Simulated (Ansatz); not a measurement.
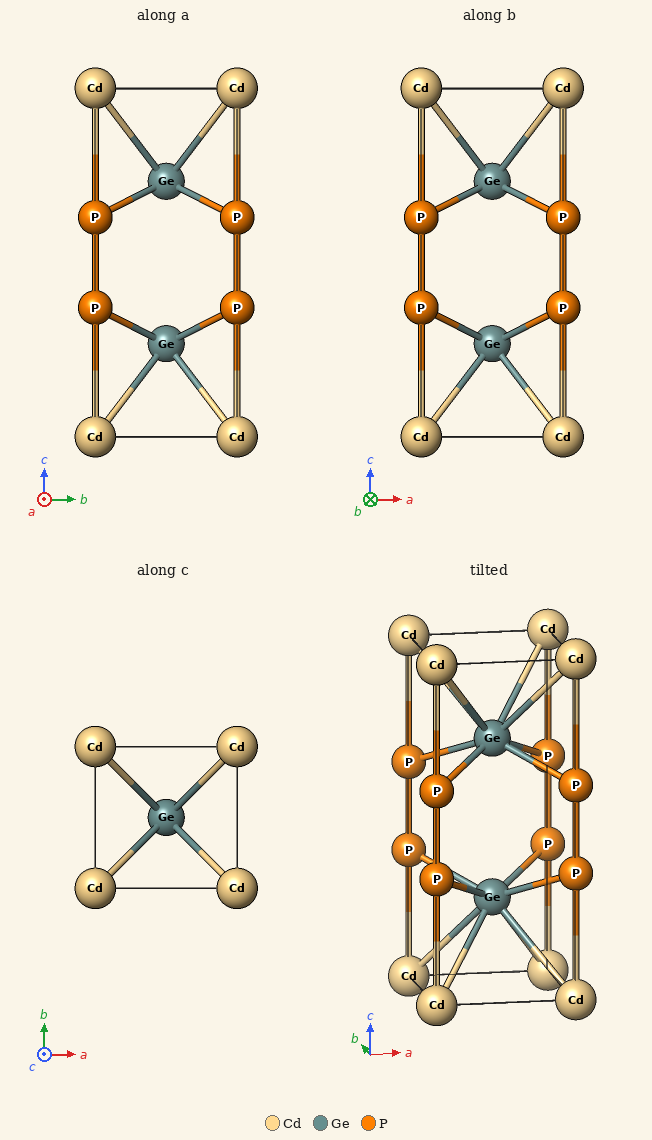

Drawn in the ball-and-stick manner and seen along the a axis, along the b axis, along the c axis and slightly off an axis. The frame is the conventional unit cell; atoms at its boundary are shown with their periodic copies.

Lattice parameters: a = 3.4546 Å, b = 3.4546 Å, c = 8.4883 Å, α = 90.000°, β = 90.000°, γ = 90.000°.

Express the structure as a CIF in P1 with every atom of the cell, with free fractional coordinates to two decimals.

Answer.
```cif
data_structure
_symmetry_space_group_name_H-M 'P 1'
_symmetry_Int_Tables_number 1
_cell_length_a 3.4546
_cell_length_b 3.4546
_cell_length_c 8.4883
_cell_angle_alpha 90.000
_cell_angle_beta 90.000
_cell_angle_gamma 90.000
_cell_volume 101.30
loop_
_atom_site_label
_atom_site_type_symbol
_atom_site_fract_x
_atom_site_fract_y
_atom_site_fract_z
_atom_site_occupancy
Cd1 Cd 0.00 0.00 0.00 1
Ge1 Ge 0.50 0.50 0.73 1
Ge2 Ge 0.50 0.50 0.27 1
P1 P 0.00 0.00 0.37 1
P2 P 0.00 0.00 0.63 1
```

Its origin is a random cell made by a generator, so it need not be a real form of the compound. Earlier steps of the study may have refined or changed the cell and positions. It was the input of a calculation with Ansatz.
